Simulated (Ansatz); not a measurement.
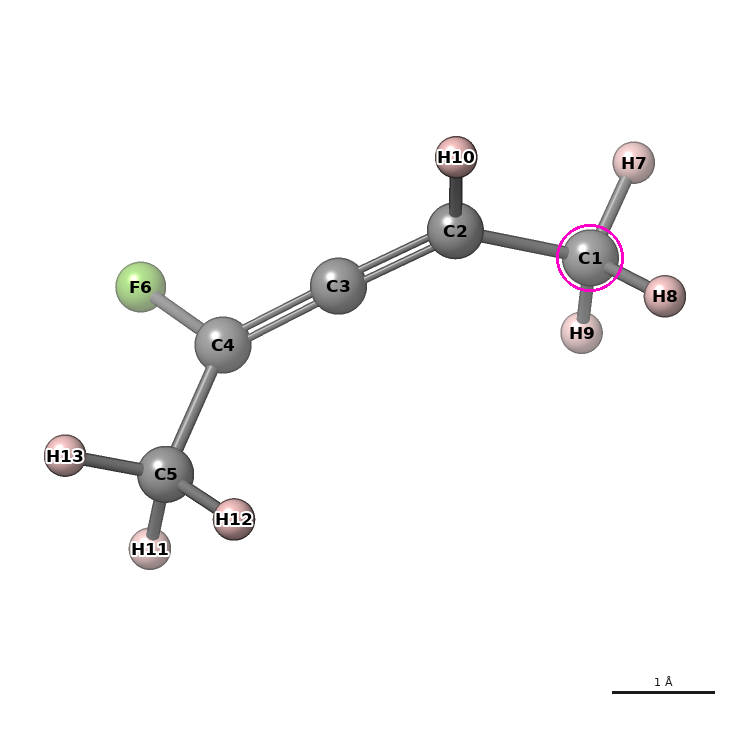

Orthographic view. Depth is shown by fading: the farther an atom, the more it takes the colour of the background. The geometry was computed by an optimisation with PBE-D4/def2-SVP. No frequency run is at hand to confirm it as a minimum.

> Which atoms are bonded to the circled atom?

The circled atom is C1; it is bonded to C2, H7, H8, H9.

> What is the shortest path along bonds from the circled atom to C5?

C1–C2–C3–C4–C5, 4 bonds; through space the two are 4.72 Å apart.

> Of C1 and H8, which is nearer the viewer?

H8; the bond to C1 points away from the viewer, so it looks shorter than its 1.11 Å.

> Which two atoms are farthest apart in space?

H7 and H13, 6.45 Å.
